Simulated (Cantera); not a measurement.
Charge: 1 mol Si3N4, 0.23 mol C, 4.2 mol N2, equilibrated at 1577 °C.

These are equilibrium values from Cantera (NASA tables, ideal gas, pure condensed phases), not measurements of a reactor. Candidate condensed phases: C, Si, SiC, Si3N4; 20 gas species. Mutual solubility and eutectic melting of coexisting phases are not modelled. The tables' values for SiN are old estimates; treat these amounts as uncertain. Equilibrium is a limit: real reactors are often held back by kinetics, nucleation or transport.

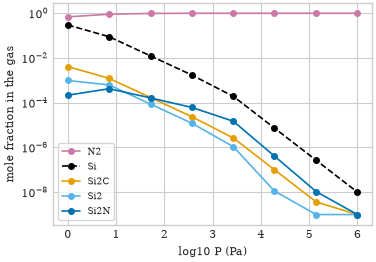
Figure: Equilibrium gas composition (values under 1e-9 drawn at 1e-9)

At 1.00 Pa the condensed part is SiC(s). From 7.20 Pa to 370 Pa the condensed part is Si(l) + SiC(s). From 2700 Pa to 140000 Pa the condensed part is SiC(s) + Si3N4(s). At 1000000 Pa the condensed part is C(graphite) + Si3N4(s).
